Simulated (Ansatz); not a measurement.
# Tunnelling from Li(100) to Li(100): the current at the widest gap

Three vacuum gaps between Li(100) and Li(100) are known. What current density flows at 0.25 V across 6.5 Å?

Set-up. Ansatz 0.2.0, plane waves with PAW datasets, LDA; a slab with two metal leads whose outer parts are reservoirs, with density and current solved under bias (Landauer, 300 K). The gap is counted from plane to plane of nuclei, and atoms stay on ideal sites.

The runs, with one result withheld:

```
gap (Å)  drop between the leads' cuts at 0.25 V (V)  current density at 0.25 V (A/m²)
    3.5                                       0.153                         1.05×10¹⁴
    4.5                                       0.202                         5.80×10¹³
    5.5                                       0.232                         2.47×10¹³
    6.5                                       0.244                                 ?
```

Worked fit:

Tunnelling falls as exp(−βd). From 3.5 to 4.5 Å, β = ln(1.05×10¹⁴/5.80×10¹³)/1 = 0.594 Å⁻¹, and from 4.5 to 5.5 Å it is 0.853 Å⁻¹; the slope still steepens as the gap leaves contact, so the wider pair is taken. Then 2.47×10¹³ × exp(−0.853 × 1). Predicted: 1.05×10¹³ A/m².

What the run gave:

7.70×10¹² A/m², so the prediction is 37 % too high. The last step has β = 1.17 Å⁻¹, an apparent barrier ħ²β²/8m of 1.3 eV: the decay of this current is still steepening. The conductances at 0 V give β = 0.856 and 1.17 Å⁻¹ for the last two steps.

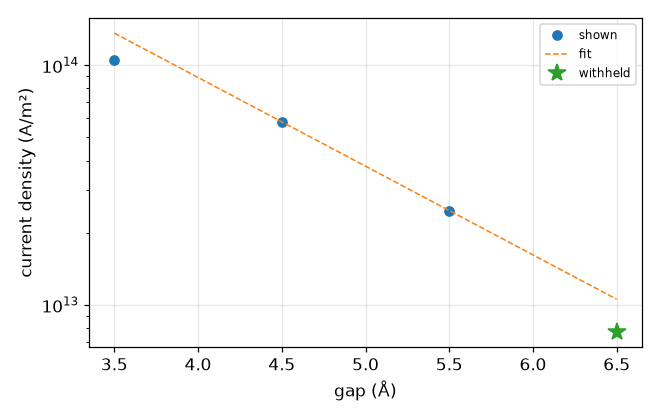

Current density against the gap.

**Limits.** On every other k-point the currents of these runs, at any bias, move by up to 1.4 %. A semilocal functional lacks the image potential's tail.

[Logs are printed without paths, hosts, clocks, repeated set-up lines and the standing remarks that a program may print on its own settings, such as how far it seeks lower states.]
